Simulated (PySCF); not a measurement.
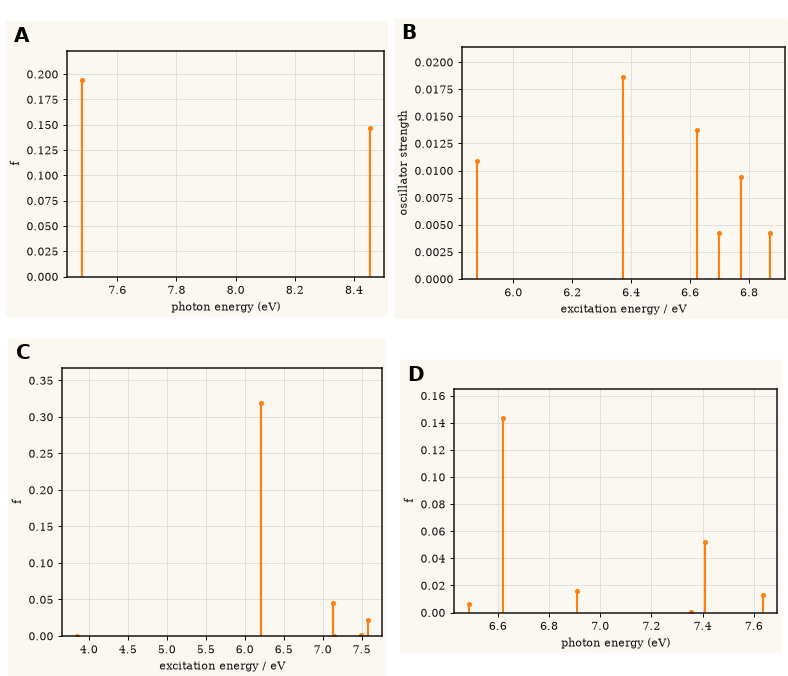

Vertical TDDFT excitations, PBE0/def2-SVPD with PySCF 2.14.0, at a GFN2-xTB geometry (no frequency check), gas phase. Each panel shows the lowest singlet states that were computed.

Assign the panels.
1. C₇H₁₁N, SMILES C#C[C@H]1CCN(C)C1
2. C₄H₅FO, SMILES CC(=O)/C=C\F
3. C₄H₁₂Ge (tetramethylgermane), SMILES [CH3][Ge]([CH3])([CH3])[CH3], singlet
4. C₄H₇GeN, SMILES N#[C][GeH]1[CH2]C[CH2]1, singlet

A: 3 (S1 at 7.48 eV, brightest at 7.48 eV)
B: 1 (S1 at 5.88 eV, brightest at 6.37 eV)
C: 2 (S1 at 3.85 eV, brightest at 6.21 eV)
D: 4 (S1 at 6.49 eV, brightest at 6.62 eV)

Limits of at least one run: core orbitals are frozen in the response; one conformer of a flexible molecule; states above the negative HOMO energy depend on the basis; the tight-binding geometry is rougher than a DFT one and adds to the error.
